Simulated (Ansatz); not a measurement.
The parent structure is MoS2 in the 2H-MoS2 type structure (space group P6_3/mmc, No. 194; a = 3.173 Å, c = 12.437 Å; layered, stacked along the Cartesian z axis). Axes: x lies along a and z along c of the hexagonal cell.

It is then changed as follows: biaxial strain −1.83 %, plane normal [001], relaxed out of plane (Cartesian); in-plane vectors clamped, the third vector and the atoms free.

Computed with plane-wave PAW DFT at the r2SCAN+rVV10 level (Ansatz, a quantum-chemistry and plane-wave program, 500 eV), spin-orbit coupling left out.

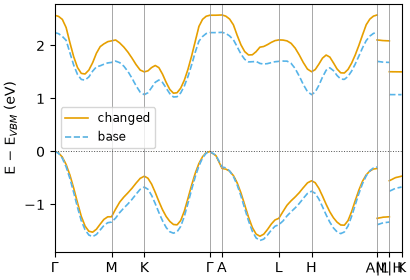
Figure: Highest valence and lowest conduction band along the path, each from its own valence-band maximum

Task: From the figure, how large is the changed gap, and is it direct?

Result: About 1.1 eV, indirect, Γ → K–Γ (44 % along).

No phonon test of stability was made.
